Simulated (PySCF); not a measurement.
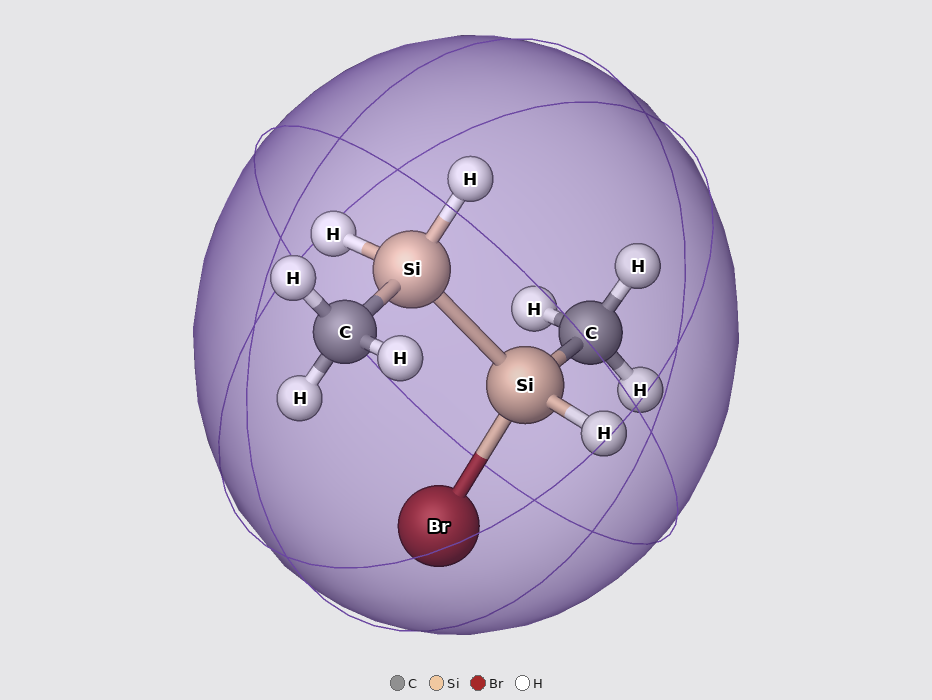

The ellipsoid shows the static dipole polarisability: its half-axes are proportional to the principal values. Computed geometry: GFN2-xTB optimisation. No frequency run is at hand to confirm it as a minimum. Method: PBE0/def2-SVPD (PySCF 2.14.0).

Question: How large and how anisotropic is the polarisability?

Answer: Principal values 86.9, 107.6, 116.4 bohr³; mean 103.6 bohr³ (15.36 Å³); anisotropy 26.2 bohr³, so the longest axis is 1.34 times the shortest.

The geometry is semi-empirical. Around Br, Si such bond lengths and angles can be off by a tenth of an ångström or more and by several degrees, and values that hang on the shape move with them.
